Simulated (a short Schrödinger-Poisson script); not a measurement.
System: gated In0.52Al0.48As/In0.53Ga0.47As modulation-doped gas in a quantum well, at 300 K.

```tsv
layer	material	thickness (nm)	Nd (cm⁻³)	Na (cm⁻³)
1	In0.52Al0.48As	15	-	-
2	In0.52Al0.48As	10	9.2e17	-
3	In0.52Al0.48As	5	-	-
4	In0.53Ga0.47As	6	-	-
5	In0.52Al0.48As	4000	-	1e14
```

Constants are typed, rounded textbook-type inputs, not results; the design itself was drawn at random and stands for no fabricated device. In0.52Al0.48As: permittivity 12.5, conduction-band edge (eV) 0.52, gap (eV) 1.45, electron mass (mₑ) 0.075, Nv at 300 K (cm⁻³) 1.1e19. In0.53Ga0.47As: permittivity 13.9, conduction-band edge (eV) 0, gap (eV) 0.74, Nv at 300 K (cm⁻³) 7.7e18.

Channel valleys (confinement mass, in-plane density-of-states mass, number): Γ 0.041, 0.041, 1. At the gate the conduction-band edge of layer 1 lies 0.65 eV − eVg above the Fermi level of the channel; the field vanishes at the back. Donor level 0.006 eV below the band edge. The barrier under the gate holds no holes. Gaps are held at their typed values at every temperature. Mesh 0.08 nm at interfaces.

From a short Schrödinger-Poisson script (our own, NumPy): 1D Poisson equation in equilibrium, electrons quantum, Hartree (BenDaniel-Duke, 40 states a valley, the channel's in-plane mass for all, wave functions free to enter the barrier), parabolic valleys, classical holes, donors ionised by Fermi statistics, acceptors fully, no traps, pinning or gate leakage.

Only gate voltages with over 1e8 electrons/cm² are shown.

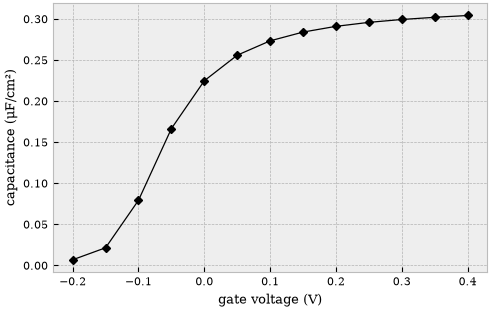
Figure. Quasi-static capacitance against gate voltage

```tsv
Vg (V)	electrons (cm⁻²)	in the channel layer	C (μF/cm²)	Γ E0 (meV)	Γ E1 (meV)
0.4	8.21e11	7.65e11	0.304	-43.5	246.4
0.35	7.27e11	6.77e11	0.302	-36.9	254.8
0.3	6.33e11	5.90e11	0.299	-29.9	262.5
0.25	5.40e11	5.04e11	0.296	-22.5	270.6
0.2	4.49e11	4.19e11	0.291	-14.6	279.2
0.15	3.59e11	3.35e11	0.284	-5.8	288.5
0.1	2.73e11	2.54e11	0.273	4.2	299.1
0.05	1.90e11	1.77e11	0.256	16.1	311.5
0	1.15e11	1.07e11	0.225	31.4	327.3
-0.05	5.36e10	5.01e10	0.167	53.0	349.2
-0.1	1.60e10	1.50e10	0.0793	85.3	381.8
-0.15	3.02e9	2.82e9	0.0215	128.8	425.4
-0.2	4.69e8	4.38e8	0.00691	177.1	473.6
```

Subbands count from the Fermi level.
